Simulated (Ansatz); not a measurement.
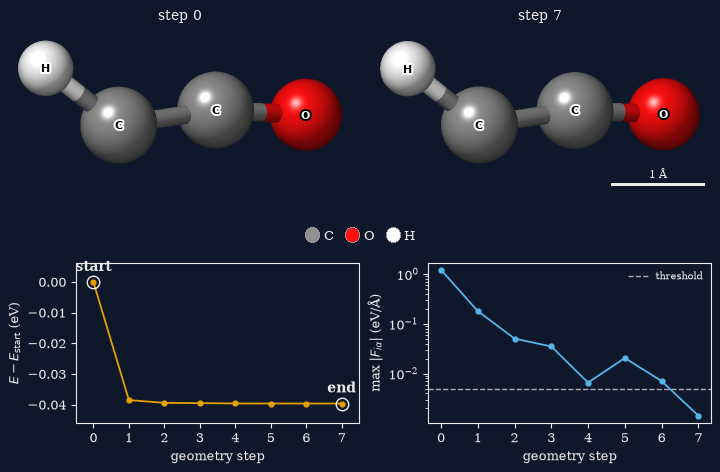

First and last geometry of a relaxation of C2HO (multiplicity 2), with the history of the run. A ball-and-stick model, seen at a tilt.

The start comes from PBE-D4/def2-SVP.

Level of theory: UKS PBE0-D4/def2-TZVP in Ansatz.

Input file:
```yaml
crystal:
  periodic: [false, false, false]
  atoms:
    - {symbol: C, position_ang: [-0.569749, 0.220819, -0.423140]}
    - {symbol: C, position_ang: [0.350418, -0.397627, 0.268186]}
    - {symbol: O, position_ang: [1.083774, -1.128314, 0.849492]}
    - {symbol: H, position_ang: [-0.808943, 1.244822, -0.714738]}
basis:
  gaussian: {orbitals: def2-TZVP}
magnetization: {spin_polarized: true, initial_magnetization: 1}
hamiltonian: {xc: pbe0, dispersion: d4}
relax: {f_tol: 0.005, max_steps: 150}
```

### Did the run converge, and what did it change?

It converged. O3 moves most after the best rigid fit: 0.029 Å. Largest moves by element: O 0.029 Å, H 0.028 Å, C 0.010 Å. Near-neighbour distances that change, for instance: C2–O3 1.187 → 1.167 Å, C1–H4 1.091 → 1.072 Å, C1–C2 1.307 → 1.288 Å. Over 7 geometry steps the energy falls by 0.040 eV. The largest force component goes from 1.2 to 0.0014 eV/Å.
